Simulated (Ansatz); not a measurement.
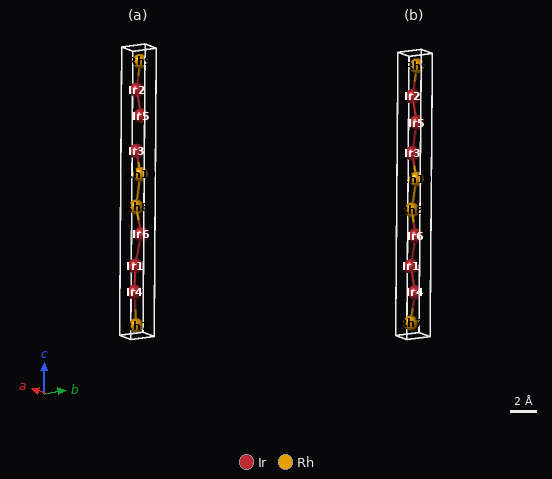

The structure of crystalline Ir₃Rh₂ (a generated structure, set up in P1) (coarse preliminary run) before (left) and after (right) a relaxation, at one scale.

Style: ball-and-stick. Shown: the cell of the calculation, reduced to other axes, from a free direction. Lengths and directions refer to the drawn axes.

These are results of Ansatz, DFT PBE, scalar-relativistic, plane waves, PAW, not measurements. Settings: plane-wave cutoff 420 eV; k-point mesh 12 × 12 × 1; occupations gaussian; smearing width 0.2 eV; no spin polarisation; cell and atoms relaxed; force threshold 0.025 eV/Å; at most 60 steps.

Describe what moved and what it gained.

Answer. The run was cut off at its time limit before the relaxation converged, so the last structure is only a point on the way. The largest move relative to the cell is that of Ir4, 0.35 Å roughly along [−1 2 0]. Largest moves by element: Ir 0.35 Å, Rh 0.26 Å. The drawn cell changes as follows: a 2.716 → 2.736 Å (+0.8 %), b 2.726 → 2.735 Å (+0.4 %), c 22.574 → 22.195 Å (−1.7 %), α 89.4° → 89.9°, β 89.1° → 89.9°, γ 60.6° → 60.0°; the volume changes by −1.1 %. Some distances before and after: Ir4–Rh7 3.196 → 2.715 Å, Ir3–Ir5 3.037 → 2.727 Å, Ir1–Ir4 2.999 → 2.734 Å, Ir1–Ir6 2.984 → 2.733 Å. The space group stays P1 (No. 1). Over 3 geometry steps the energy falls by 163 meV per atom. The largest force component goes from 3.5 to 0.018 eV/Å. The pressure goes from 3.45 to 0.14 GPa. The run took 9.6 min on 1 thread of Arm Neoverse V2, on a shared host, peak memory 0.95 GiB.
